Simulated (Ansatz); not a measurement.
**C2H11NSi2: rotation by 120° about the Si4–Si5 bond, part 1 of 2**

Aim: the minimum-energy path and barrier of the rotation by 120° about the Si4–Si5 bond. The ends are relaxed first, then joined by a nudged elastic band. SMILES of the start: CC(N)[SiH2][SiH3].

Method: RKS PBE-D4/STO-3G, in Ansatz 0.2.0.

### 1 The starting structure

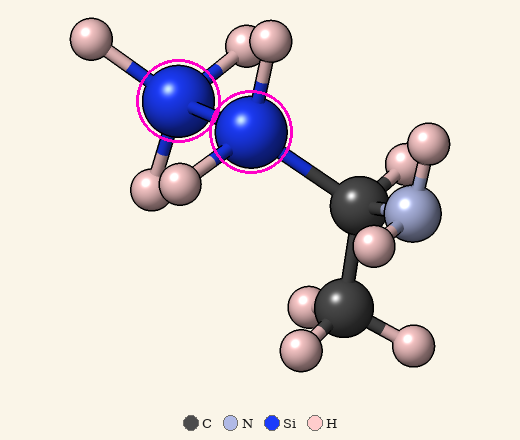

Start, viewed from a free direction; carbon dark grey, nitrogen light blue, silicon blue, hydrogen pink. Ringed: Si4, Si5.

Structure file:

```xyz
16

C     0.4058    0.1686   -1.7394
C     0.8694    0.2991   -0.3133
N     2.2340   -0.1768   -0.3129
Si   -0.0887   -0.6276    0.9593
Si   -2.2144    0.3748    1.1648
H    -0.6522    0.6460   -1.8410
H     1.0290    0.7836   -2.4283
H     0.3595   -0.8049   -2.1171
H     0.8942    1.3748    0.0235
H     2.6649   -0.1097    0.6629
H     2.3015   -1.1621   -0.5452
H    -0.2815   -2.0527    0.5547
H     0.5130   -0.6114    2.2509
H    -2.9636    0.3847   -0.1010
H    -2.0487    1.7805    1.6166
H    -3.0449   -0.2897    2.2096
```

### 2 Relaxing end A

Input file input.yaml:

```yaml
crystal:
  periodic: [false, false, false]
  atoms:
    - { symbol: C, position_ang: [0.4058, 0.1686, -1.7394] }
    - { symbol: C, position_ang: [0.8694, 0.2991, -0.3133] }
    - { symbol: "N", position_ang: [2.234, -0.1768, -0.3129] }
    - { symbol: Si, position_ang: [-0.0887, -0.6276, 0.9593] }
    - { symbol: Si, position_ang: [-2.2144, 0.3748, 1.1648] }
    - { symbol: H, position_ang: [-0.6522, 0.646, -1.841] }
    - { symbol: H, position_ang: [1.029, 0.7836, -2.4283] }
    - { symbol: H, position_ang: [0.3595, -0.8049, -2.1171] }
    - { symbol: H, position_ang: [0.8942, 1.3748, 0.0235] }
    - { symbol: H, position_ang: [2.6649, -0.1097, 0.6629] }
    - { symbol: H, position_ang: [2.3015, -1.1621, -0.5452] }
    - { symbol: H, position_ang: [-0.2815, -2.0527, 0.5547] }
    - { symbol: H, position_ang: [0.513, -0.6114, 2.2509] }
    - { symbol: H, position_ang: [-2.9636, 0.3847, -0.101] }
    - { symbol: H, position_ang: [-2.0487, 1.7805, 1.6166] }
    - { symbol: H, position_ang: [-3.0449, -0.2897, 2.2096] }
basis:
  gaussian: { orbitals: STO-3G }
hamiltonian:
  xc: pbe
  dispersion: d4
relax:
  f_tol: 0.015
  max_steps: 40
```

Launch:

```bash
> ansatz run input.yaml --threads 1 --pin off --max-ram 2048MiB --backend cpu --events-out ev --progress --plain --runs-dir out
```

The log of the run, shortened:

```text
Warning: RAYON_NUM_THREADS=1 ignored (pool sized by the plan → 1); use --threads N
[...]
Functional definition: PBE
[...]
618 factors; integrals over basis functions are off by at most 1.4e-5 eV
[...]
mean field -19255.85846331 eV, -707.6397464369 hartree, gradient 3.5e-5 eV, S^2 0.000000; 0 other end points of the search recorded, 0 dependent functions left out
[...]
reference -19255.85849098 eV, -707.6397474540 hartree; 29, 29 occupied and 15, 15 virtual orbitals, 618 factors
relax step   1: F+E_penalty+E_count = -19256.22694395 eV  Δ(F+E_penalty+E_count) = +0.000e0 eV  max|allowed force component| = 4.510e0 eV/Å  Δτ_max = 0.0000 Å  (21 SCF iters, accepted)
[...]
relax step   3: F+E_penalty+E_count = -19257.06491851 eV  Δ(F+E_penalty+E_count) = -1.083e-1 eV  max|allowed force component| = 6.924e-1 eV/Å  Δτ_max = 0.1062 Å  (24 SCF iters, accepted)
[...]
relax step   5: F+E_penalty+E_count = -19257.09016906 eV  Δ(F+E_penalty+E_count) = -5.125e-3 eV  max|allowed force component| = 1.743e-1 eV/Å  Δτ_max = 0.0348 Å  (25 SCF iters, accepted)
[...]
relax step   7: F+E_penalty+E_count = -19257.09174570 eV  Δ(F+E_penalty+E_count) = -8.780e-4 eV  max|allowed force component| = 2.383e-2 eV/Å  Δτ_max = 0.0243 Å  (25 SCF iters, accepted)
[...]
relax step   8: F+E_penalty+E_count = -19257.09188411 eV  Δ(F+E_penalty+E_count) = -1.384e-4 eV  max|allowed force component| = 8.482e-3 eV/Å  Δτ_max = 0.0110 Å  (19 SCF iters, accepted)
[...]
Total energy: -19257.09198557 eV, -707.6850775439 hartree
Atom 0 at     0.340238     0.264220    -1.728278 Å, force    -0.000162    -0.000682    -0.002440 eV/Å
Atom 1 at     0.948654     0.319754    -0.292148 Å, force     0.000033     0.000810    -0.001395 eV/Å
Atom 2 at     2.392780    -0.213076    -0.376608 Å, force    -0.004139    -0.000111    -0.004981 eV/Å
Atom 3 at    -0.172964    -0.557103     0.992763 Å, force    -0.001930    -0.001748     0.001901 eV/Å
Atom 4 at    -2.237327     0.338916     1.152777 Å, force    -0.000225     0.000867    -0.002749 eV/Å
Atom 5 at    -0.650774     0.755961    -1.757590 Å, force     0.003937     0.000939    -0.000568 eV/Å
Atom 6 at     1.008423     0.776715    -2.445782 Å, force    -0.003681    -0.001963     0.001717 eV/Å
Atom 7 at     0.214506    -0.783066    -2.064536 Å, force     0.001998     0.003375     0.001490 eV/Å
Atom 8 at     1.049011     1.391402    -0.007621 Å, force    -0.002470     0.001270     0.000148 eV/Å
Atom 9 at     2.715091    -0.227409     0.648905 Å, force     0.003422    -0.003083     0.002913 eV/Å
Atom 10 at     2.260116    -1.266599    -0.546104 Å, force     0.001743    -0.000659     0.001801 eV/Å
Atom 11 at    -0.249114    -1.964574     0.618903 Å, force     0.001572     0.004287     0.000928 eV/Å
Atom 12 at     0.510591    -0.502377     2.280038 Å, force    -0.000518    -0.000906    -0.000735 eV/Å
Atom 13 at    -2.943746     0.260618    -0.117055 Å, force     0.000179    -0.000180     0.002834 eV/Å
Atom 14 at    -2.170652     1.740980     1.536549 Å, force     0.000513    -0.002061    -0.001277 eV/Å
Atom 15 at    -3.037534    -0.357163     2.149886 Å, force    -0.000269    -0.000154     0.000412 eV/Å
Dipole moment:    -0.185767    -0.146351     0.202600 e Å
```

Wall time 1.8 min (1 thread of an x86-64 CPU, shared host); peak memory 0.14 GiB.

Step by step:

| step | energy from step 1 (eV) | largest force component (eV/Å) |
| --- | --- | --- |
| 1 | 0.0000 | 4.5099 |
| 2 | -0.7297 | 0.8935 |
| 3 | -0.8380 | 0.6924 |
| 4 | -0.8581 | 0.3619 |
| 5 | -0.8632 | 0.1743 |
| 6 | -0.8639 | 0.0412 |
| 7 | -0.8648 | 0.0238 |
| 8 | -0.8649 | 0.0085 |
| 9 | -0.8650 | 0.0050 |

Step 1 is the start.

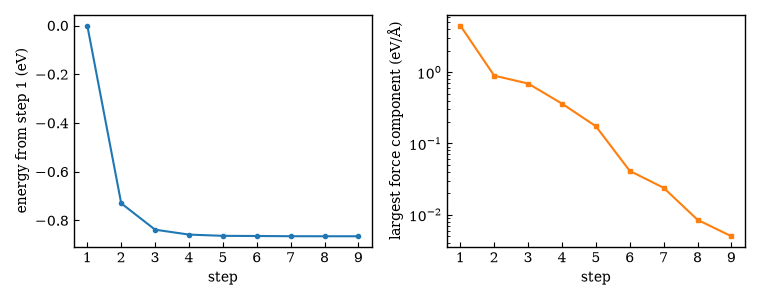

Energy and largest force along the relaxation.

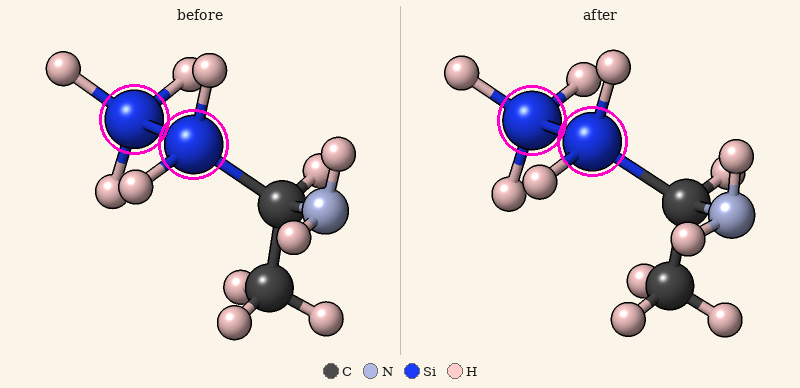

The structure before (left) and after (right), drawn at the same scale.

After: Bond lengths (14 of 15 bonds, heavy atoms first): C1–C2 1.561 Å, C2–N3 1.542 Å, C2–Si4 1.918 Å, Si4–Si5 2.256 Å, C1–H6 1.107 Å, C1–H7 1.106 Å, C1–H8 1.107 Å, C2–H9 1.113 Å, N3–H10 1.075 Å, N3–H11 1.075 Å, Si4–H12 1.458 Å, Si4–H13 1.459 Å, Si5–H14 1.455 Å, Si5–H15 1.455 Å. Angles (14 of 27 angles, heavy atoms first): C1–C2–N3 107.6°, C1–C2–Si4 111.9°, N3–C2–Si4 115.2°, C2–Si4–Si5 113.6°, C1–C2–H9 107.7°, N3–C2–H9 105.2°, Si4–C2–H9 108.8°, C2–C1–H6 111.0°, C2–C1–H7 110.2°, C2–C1–H8 110.9°, C2–N3–H10 103.5°, C2–N3–H11 103.4°, C2–Si4–H12 107.5°, C2–Si4–H13 107.5°.

### 3 End point B

The second end starts from a geometry with the move made by hand.

Changes to input.yaml since step 2:

```diff
@@ -16,5 +16,5 @@
     - { symbol: H, position_ang: [0.513, -0.6114, 2.2509] }
-    - { symbol: H, position_ang: [-2.9636, 0.3847, -0.101] }
-    - { symbol: H, position_ang: [-2.0487, 1.7805, 1.6166] }
-    - { symbol: H, position_ang: [-3.0449, -0.2897, 2.2096] }
+    - { symbol: H, position_ang: [-2.14232, 1.77676, 1.60409] }
+    - { symbol: H, position_ang: [-3.01611, -0.3825, 2.16045] }
+    - { symbol: H, position_ang: [-2.98653, 0.30941, -0.10895] }
 basis:
```

Launch:

```bash
> ansatz run input.yaml --threads 1 --pin off --max-ram 2048MiB --backend cpu --events-out ev --progress --plain --runs-dir out
```

The log of the run:

```text
Warning: RAYON_NUM_THREADS=1 ignored (pool sized by the plan → 1); use --threads N
The last accepted step is kept in <dir> (removed where the run ends without a failure and the disk answers)
Engine: ansatz 0.2.0, x86_64-unknown-linux-gnu
[... 1 set-up line as earlier in the session ...]
  parameter kappa = 0.804
  parameter beta = 0.06672455060314922
  exchange = pbe_x(kappa = kappa, mu = beta*pi^2/3)
  correlation = pbe_c(beta = beta)
618 factors; integrals over basis functions are off by at most 1.4e-5 eV
mean field evaluation 1: about -19254.1085 eV, gradient 2.4e1 eV
mean field evaluation 2: about -19253.3470 eV, gradient 2.8e1 eV
mean field evaluation 4: about -19255.9739 eV, gradient 9.7e-1 eV
mean field evaluation 8: about -19255.8521 eV, gradient 4.1e-2 eV
mean field -19255.85215400 eV, -707.6395145741 hartree, gradient 3.6e-5 eV, S^2 0.000000; 0 other end points of the search recorded, 0 dependent functions left out
the calculation of the forces begins
reference -19255.85218175 eV, -707.6395155938 hartree; 29, 29 occupied and 15, 15 virtual orbitals, 618 factors
relax step   1: F+E_penalty+E_count = -19256.22040936 eV  Δ(F+E_penalty+E_count) = +0.000e0 eV  max|allowed force component| = 4.512e0 eV/Å  Δτ_max = 0.0000 Å  (22 SCF iters, accepted)
these checks for a lower state are left out or cut short: starts, cluster_reference, orbital_swaps, neighbouring_geometries, increment
618 factors; integrals over basis functions are off by at most 1.6e-5 eV
mean field evaluation 16: about -19256.7002 eV, gradient 1.7e-1 eV
mean field -19256.56946898 eV, -707.6658754133 hartree, gradient 6.7e-6 eV, S^2 0.000000; 0 other end points of the search recorded, 0 dependent functions left out
the calculation of the forces begins
reference -19256.56949674 eV, -707.6658764338 hartree; 29, 29 occupied and 15, 15 virtual orbitals, 618 factors
relax step   2: F+E_penalty+E_count = -19256.92936970 eV  Δ(F+E_penalty+E_count) = -7.090e-1 eV  max|allowed force component| = 1.050e0 eV/Å  Δτ_max = 0.1980 Å  (24 SCF iters, accepted)
these checks for a lower state are left out or cut short: starts, cluster_reference, orbital_swaps, neighbouring_geometries, increment
618 factors; integrals over basis functions are off by at most 1.6e-5 eV
mean field -19256.70024020 eV, -707.6706811671 hartree, gradient 1.6e-5 eV, S^2 0.000000; 0 other end points of the search recorded, 0 dependent functions left out
the calculation of the forces begins
reference -19256.70026783 eV, -707.6706821826 hartree; 29, 29 occupied and 15, 15 virtual orbitals, 618 factors
relax step   3: F+E_penalty+E_count = -19257.06173794 eV  Δ(F+E_penalty+E_count) = -1.324e-1 eV  max|allowed force component| = 7.257e-1 eV/Å  Δτ_max = 0.1217 Å  (24 SCF iters, accepted)
these checks for a lower state are left out or cut short: starts, cluster_reference, orbital_swaps, neighbouring_geometries, increment
618 factors; integrals over basis functions are off by at most 1.7e-5 eV
mean field evaluation 32: about -19256.7213 eV, gradient 1.0e-4 eV
mean field -19256.72126761 eV, -707.6714539103 hartree, gradient 1.8e-5 eV, S^2 0.000000; 0 other end points of the search recorded, 0 dependent functions left out
the calculation of the forces begins
reference -19256.72129510 eV, -707.6714549204 hartree; 29, 29 occupied and 15, 15 virtual orbitals, 618 factors
relax step   4: F+E_penalty+E_count = -19257.08363102 eV  Δ(F+E_penalty+E_count) = -2.189e-2 eV  max|allowed force component| = 4.013e-1 eV/Å  Δτ_max = 0.0217 Å  (25 SCF iters, accepted)
these checks for a lower state are left out or cut short: starts, cluster_reference, orbital_swaps, neighbouring_geometries, increment
618 factors; integrals over basis functions are off by at most 1.7e-5 eV
mean field -19256.72729383 eV, -707.6716753697 hartree, gradient 2.1e-5 eV, S^2 0.000000; 0 other end points of the search recorded, 0 dependent functions left out
the calculation of the forces begins
reference -19256.72732119 eV, -707.6716763752 hartree; 29, 29 occupied and 15, 15 virtual orbitals, 618 factors
relax step   5: F+E_penalty+E_count = -19257.09095595 eV  Δ(F+E_penalty+E_count) = -7.325e-3 eV  max|allowed force component| = 1.024e-1 eV/Å  Δτ_max = 0.0488 Å  (25 SCF iters, accepted)
these checks for a lower state are left out or cut short: starts, cluster_reference, orbital_swaps, neighbouring_geometries, increment
618 factors; integrals over basis functions are off by at most 1.8e-5 eV
mean field -19256.72747266 eV, -707.6716819416 hartree, gradient 2.0e-5 eV, S^2 0.000000; 0 other end points of the search recorded, 0 dependent functions left out
the calculation of the forces begins
reference -19256.72750002 eV, -707.6716829470 hartree; 29, 29 occupied and 15, 15 virtual orbitals, 618 factors
relax step   6: F+E_penalty+E_count = -19257.09157969 eV  Δ(F+E_penalty+E_count) = -6.237e-4 eV  max|allowed force component| = 1.355e-2 eV/Å  Δτ_max = 0.0199 Å  (25 SCF iters, accepted)
618 factors; integrals over basis functions are off by at most 1.8e-5 eV
mean field evaluation 64: about -19256.7275 eV, gradient 4.9e-5 eV
mean field -19256.72747266 eV, -707.6716819416 hartree, gradient 2.0e-5 eV, S^2 0.000000; 1 other end points of the search recorded, 0 dependent functions left out
the calculation of the forces begins
reference -19256.72750002 eV, -707.6716829470 hartree; 29, 29 occupied and 15, 15 virtual orbitals, 618 factors
Total energy: -19257.09160705 eV, -707.6850636336 hartree
Atom 0 at     0.347405     0.241995    -1.741682 Å, force     0.000895     0.000803    -0.005753 eV/Å
Atom 1 at     0.932923     0.318826    -0.297198 Å, force    -0.013546     0.006727    -0.007164 eV/Å
Atom 2 at     2.391458    -0.175082    -0.359214 Å, force    -0.003953    -0.010867    -0.000840 eV/Å
Atom 3 at    -0.186270    -0.581837     0.973752 Å, force     0.011675     0.011019     0.003922 eV/Å
Atom 4 at    -2.249321     0.313144     1.155365 Å, force     0.002742    -0.001118    -0.001692 eV/Å
Atom 5 at    -0.656830     0.704532    -1.787593 Å, force    -0.003237    -0.001229     0.003450 eV/Å
Atom 6 at     1.010276     0.772035    -2.451120 Å, force     0.002735    -0.001334    -0.000769 eV/Å
Atom 7 at     0.258079    -0.809596    -2.075962 Å, force    -0.002675     0.003585    -0.001486 eV/Å
Atom 8 at     1.000923     1.393601    -0.015666 Å, force    -0.004161     0.008728     0.004113 eV/Å
Atom 9 at     2.698733    -0.178193     0.671060 Å, force     0.004867    -0.007088    -0.000696 eV/Å
Atom 10 at     2.288725    -1.232093    -0.527883 Å, force     0.009650    -0.001446     0.004169 eV/Å
Atom 11 at    -0.262775    -1.982963     0.578183 Å, force     0.002336    -0.002988    -0.000583 eV/Å
Atom 12 at     0.502219    -0.546370     2.259071 Å, force    -0.006324    -0.002409     0.004637 eV/Å
Atom 13 at    -2.178996     1.708569     1.561749 Å, force     0.000429    -0.000431    -0.000803 eV/Å
Atom 14 at    -3.046313    -0.397998     2.144378 Å, force    -0.001182    -0.000557    -0.000641 eV/Å
Atom 15 at    -2.960696     0.256802    -0.112749 Å, force    -0.000252    -0.001395     0.000136 eV/Å
Dipole moment:    -0.185833    -0.151494     0.200000 e Å
```

Run time: 86 s. Hardware: 1 thread of an x86-64 CPU, shared host; peak memory 0.14 GiB.

Relaxation path:

| step | energy from step 1 (eV) | largest force component (eV/Å) |
| --- | --- | --- |
| 1 | 0.0000 | 4.5117 |
| 2 | -0.7090 | 1.0504 |
| 3 | -0.8413 | 0.7257 |
| 4 | -0.8632 | 0.4013 |
| 5 | -0.8705 | 0.1024 |
| 6 | -0.8712 | 0.0135 |

Step 1 is the start.

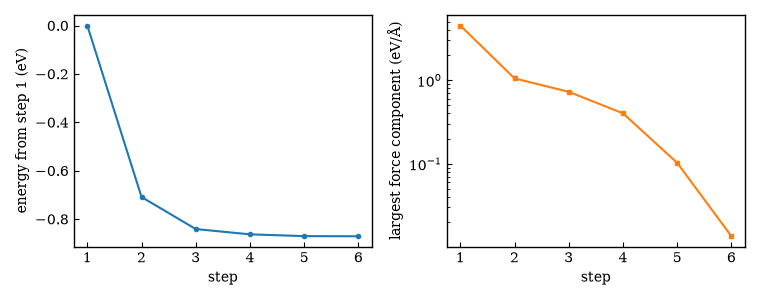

Energy and largest force along the relaxation.

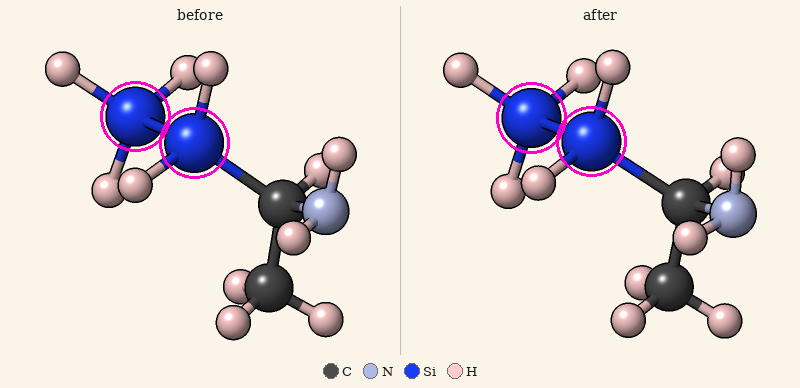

The structure before (left) and after (right), drawn at the same scale.

After: Bond lengths (14 of 15 bonds, heavy atoms first): C1–C2 1.561 Å, C2–N3 1.541 Å, C2–Si4 1.918 Å, Si4–Si5 2.256 Å, C1–H6 1.107 Å, C1–H7 1.106 Å, C1–H8 1.107 Å, C2–H9 1.113 Å, N3–H10 1.075 Å, N3–H11 1.075 Å, Si4–H12 1.458 Å, Si4–H13 1.459 Å, Si5–H14 1.455 Å, Si5–H15 1.456 Å. Angles (14 of 27 angles, heavy atoms first): C1–C2–N3 107.6°, C1–C2–Si4 111.8°, N3–C2–Si4 115.4°, C2–Si4–Si5 113.6°, C1–C2–H9 107.7°, N3–C2–H9 105.2°, Si4–C2–H9 108.8°, C2–C1–H6 111.0°, C2–C1–H7 110.2°, C2–C1–H8 110.9°, C2–N3–H10 103.5°, C2–N3–H11 103.4°, C2–Si4–H12 107.6°, C2–Si4–H13 107.3°.

### 4 The band

crystal.atoms is end A as relaxed above, and neb.final_atoms is end B, turned to lie on A. With 7 inner images the band has 9 in all.

Input file input.yaml:

```yaml
crystal:
  periodic: [false, false, false]
  atoms:
    - { symbol: C, position_ang: [0.340238, 0.26422, -1.728278] }
    - { symbol: C, position_ang: [0.948654, 0.319754, -0.292148] }
    - { symbol: "N", position_ang: [2.39278, -0.213076, -0.376608] }
    - { symbol: Si, position_ang: [-0.172964, -0.557103, 0.992763] }
    - { symbol: Si, position_ang: [-2.237327, 0.338916, 1.152777] }
    - { symbol: H, position_ang: [-0.650774, 0.755961, -1.75759] }
    - { symbol: H, position_ang: [1.008423, 0.776715, -2.445782] }
    - { symbol: H, position_ang: [0.214506, -0.783066, -2.064536] }
    - { symbol: H, position_ang: [1.049011, 1.391402, -0.007621] }
    - { symbol: H, position_ang: [2.715091, -0.227409, 0.648905] }
    - { symbol: H, position_ang: [2.260116, -1.266599, -0.546104] }
    - { symbol: H, position_ang: [-0.249114, -1.964574, 0.618903] }
    - { symbol: H, position_ang: [0.510591, -0.502377, 2.280038] }
    - { symbol: H, position_ang: [-2.943746, 0.260618, -0.117055] }
    - { symbol: H, position_ang: [-2.170652, 1.74098, 1.536549] }
    - { symbol: H, position_ang: [-3.037534, -0.357163, 2.149886] }
basis:
  gaussian: { orbitals: STO-3G }
hamiltonian:
  xc: pbe
  dispersion: d4
neb:
  order_check: false
  images: 7
  f_tol: 0.05
  max_iterations: 19
  initial_path: idpp
  final_atoms:
    - { symbol: C, position_ang: [0.27887898, 0.02449899, -1.76890909] }
    - { symbol: C, position_ang: [0.91655337, 0.308675, -0.37324305] }
    - { symbol: "N", position_ang: [2.38526964, -0.15482727, -0.42940018] }
    - { symbol: Si, position_ang: [-0.12703419, -0.43871536, 1.05204056] }
    - { symbol: Si, position_ang: [-2.20655727, 0.42405178, 1.19822651] }
    - { symbol: H, position_ang: [-0.73926483, 0.4530301, -1.83433464] }
    - { symbol: H, position_ang: [0.8987188, 0.46961955, -2.56972675] }
    - { symbol: H, position_ang: [0.2071673, -1.0643079, -1.95578573] }
    - { symbol: H, position_ang: [0.96428682, 1.41285206, -0.24080399] }
    - { symbol: H, position_ang: [2.7315366, -0.01208888, 0.5783781] }
    - { symbol: H, position_ang: [2.30663183, -1.22703275, -0.45101173] }
    - { symbol: H, position_ang: [-0.1782204, -1.88172891, 0.85061122] }
    - { symbol: H, position_ang: [0.60861953, -0.21452367, 2.29134344] }
    - { symbol: H, position_ang: [-2.16096798, 1.86272842, 1.41138289] }
    - { symbol: H, position_ang: [-2.94450426, -0.16599248, 2.30563244] }
    - { symbol: H, position_ang: [-2.96381494, 0.18096034, -0.02030101] }
```

Launch:

```bash
> ansatz run input.yaml --threads 1 --pin off --max-ram 2048MiB --backend cpu --events-out ev --progress --plain --runs-dir out
```

The log of the run, shortened:

```text
Warning: RAYON_NUM_THREADS=1 ignored (pool sized by the plan → 1); use --threads N
[...]
[... 1 set-up line as earlier in the session ...]
[...]
615 factors; integrals over basis functions are off by at most 1.3e-5 eV
[...]
mean field -19256.72741900 eV, -707.6716799696 hartree, gradient 5.0e-5 eV, S^2 0.000000; 0 other end points of the search recorded, 0 dependent functions left out
[...]
reference -19256.72744642 eV, -707.6716809771 hartree; 29, 29 occupied and 15, 15 virtual orbitals, 615 factors
616 factors; integrals over basis functions are off by at most 1.9e-5 eV
[...]
mean field -19256.72747841 eV, -707.6716821527 hartree, gradient 4.9e-5 eV, S^2 0.000000; 0 other end points of the search recorded, 0 dependent functions left out
[...]
reference -19256.72750612 eV, -707.6716831713 hartree; 29, 29 occupied and 15, 15 virtual orbitals, 616 factors
[...]
reference -19256.70316597 eV, -707.6707886872 hartree; 29, 29 occupied and 15, 15 virtual orbitals, 616 factors
NEB iter   1: max|band force component| = 8.587e-1 eV/Å  barrier→ = 0.1030 eV  barrier← = 0.1026 eV  Δτ_max = 0.2000 Å  (198 SCF iters)
[...]
NEB iter   2: max|band force component| = 4.295e-1 eV/Å  barrier→ = 0.0590 eV  barrier← = 0.0586 eV  CI = image 4  Δτ_max = 0.0688 Å  (175 SCF iters)
[...]
615 factors; integrals over basis functions are off by at most 1.3e-5 eV
mean field -19256.72438203 eV, -707.6715683628 hartree, gradient 2.0e-5 eV, S^2 0.000000; 0 other end points of the search recorded, 0 dependent functions left out
[...]
reference -19256.72440953 eV, -707.6715693734 hartree; 29, 29 occupied and 15, 15 virtual orbitals, 615 factors
[...]
615 factors; integrals over basis functions are off by at most 1.4e-5 eV
mean field -19256.71693192 eV, -707.6712945764 hartree, gradient 2.0e-5 eV, S^2 0.000000; 0 other end points of the search recorded, 0 dependent functions left out
```

(Continued in part 2 of 2.)
